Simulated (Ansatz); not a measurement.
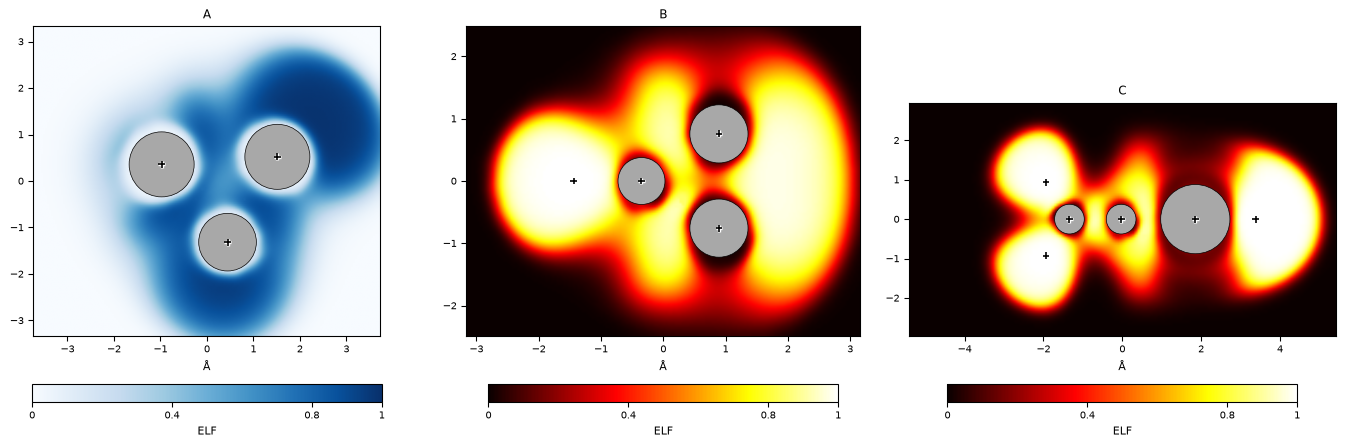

The electron localisation function of 3 systems, each on a plane through atoms (crosses mark nuclei in the plane; grey discs cover the cores).

These are results of Ansatz 0.2.0, isolated molecule in a Gaussian basis; Kohn-Sham density functional theory, functional PBE0, not measurements.

System 1: H$_{2}$PSi$_{2}$ (SMILES [Si]1=P[SiH2]1) (doublet), the plane of atoms P1, Si3 and Si2. Geometry: B3LYP-D3(BJ)/def2-SVP.

```yaml
atoms:
  - { symbol: P, position_ang: [-0.0651, -1.1151, 0.2524] }
  - { symbol: Si, position_ang: [-2.0047, -1.1705, 1.1211] }
  - { symbol: Si, position_ang: [-1.0084, 0.8555, 0.0588] }
  - { symbol: H, position_ang: [-0.6260, 2.0087, 0.9203] }
  - { symbol: H, position_ang: [-1.5730, 1.3449, -1.2295] }
```

System 2: CHB$_{2}$ (SMILES b1[b+]c1) (charge +1), the molecular plane. Geometry: B3LYP/6-31G*.

```xyz
4

C    -0.4185    0.3815   -0.2153
B    -0.2758   -0.0117    1.1786
B    -1.4447   -0.4858    0.3438
H    -0.0318    0.9331   -1.0702
```

System 3: C$_{2}$H$_{3}$Zn (SMILES C=[C][ZnH]) (doublet), the molecular plane. Geometry: PBE0-D3(BJ)/def2-SVP.

```csv
atom,x (Å),y (Å),z (Å)
C,0.0555,-1.5598,-0.7048
C,-0.4590,-0.4128,-0.3291
Zn,-1.1978,1.2310,0.2110
H,-0.0888,-2.4923,-0.1320
H,0.6664,-1.6668,-1.6180
H,-1.8001,2.5716,0.6509
```

Match each panel to its system.

Panel A is system 1, H$_{2}$PSi$_{2}$: the plane holds P and Si. Si–P (2.13 Å): the ELF peaks at about 0.85 between the atoms: a shared electron pair. Panel B is system 2, CHB$_{2}$: the plane holds C, B and H. C–B (1.46 Å): the ELF peaks at about 0.90 between the atoms, as expected for a covalent bond. Panel C is system 3, C$_{2}$H$_{3}$Zn: the plane holds C, Zn and H. C–C (1.31 Å): the ELF peaks at about 0.90 between the atoms; a short, multiple covalent bond.
